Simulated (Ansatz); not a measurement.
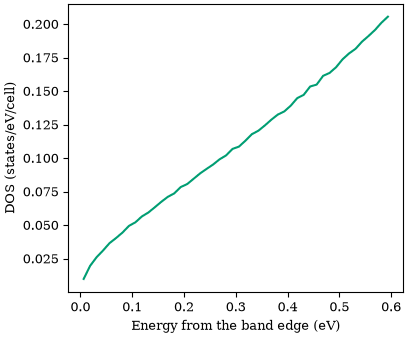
Fig. 1. Density of states of Ge₃N₄ (P6_3/m) above the conduction band minimum, Ansatz (a first-principles code) with PBEsol, rigid bands; cell volume 173.4 Å³.

Q: What effective density of states at 300 K does this give (∫ g(E) exp(−E/k_BT) dE, both spins, divided by the cell's size)?

A: 3.1e18 cm⁻³, a density-of-states mass of 0.25 mₑ, valleys and band degeneracy included.

Spin-orbit coupling is left out. Geometry: cell and atoms relaxed with PBEsol.

Computed structure with no diffraction record at hand here (it may be known, metastable or hypothetical): Ge3N4 (P6_3/m).
